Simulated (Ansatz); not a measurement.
Input

```
crystal:
  periodic: [false, false, false]
  atoms:
    - {symbol: O, position_ang: [0.000000, 0.000000, -0.196708]}
    - {symbol: Si, position_ang: [0.000000, 0.000000, 1.362098]}
    - {symbol: H, position_ang: [0.000000, 0.000000, -1.165389]}
basis:
  gaussian:
    orbitals: def2-TZVPD
total_charge: 1
hamiltonian:
  xc: pbe0
output: {forces: true, orbitals: {seedname: orbitals}}
```

Command:

```sh
ansatz run input.yaml --threads 1 --pin off --max-ram 2610MiB --events-out events.jsonl --progress --plain --runs-dir runs
```

Geometry: PBE0-D3(BJ)/def2-SVP.

These are results of isolated molecule in a Gaussian basis; Kohn-Sham density functional theory, functional PBE0 (Ansatz 0.2.0), not measurements.

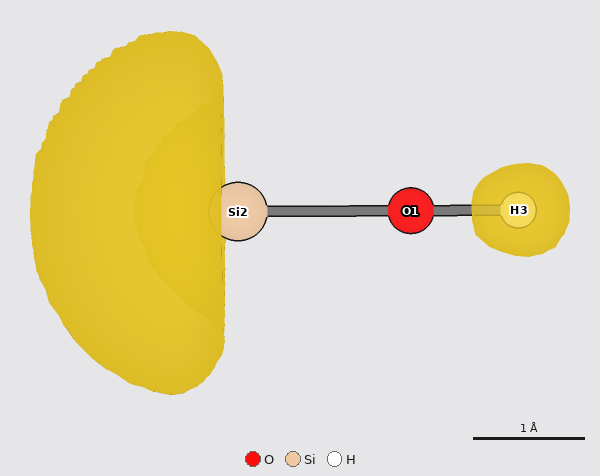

HOSi (SMILES [OH+]=[Si]) (charge +1). Isosurface of the ELF at 0.9 (yellow), seen from one side. Core shells and regions of very low density are left out.

**Identify the bonds, lone pairs and shells in this picture.**

The surface consists of one region around a hydrogen nucleus and one lobe on Si, pointing away from the bonds (lone pairs). Profiles from the grid: Si–O (1.56 Å): the ELF peaks at about 0.85 between the atoms, as expected for a short, strongly polar bond. O–H (0.97 Å): the ELF climbs to about 1 towards the hydrogen, as it does in any bond to H; a covalent bond by its length.
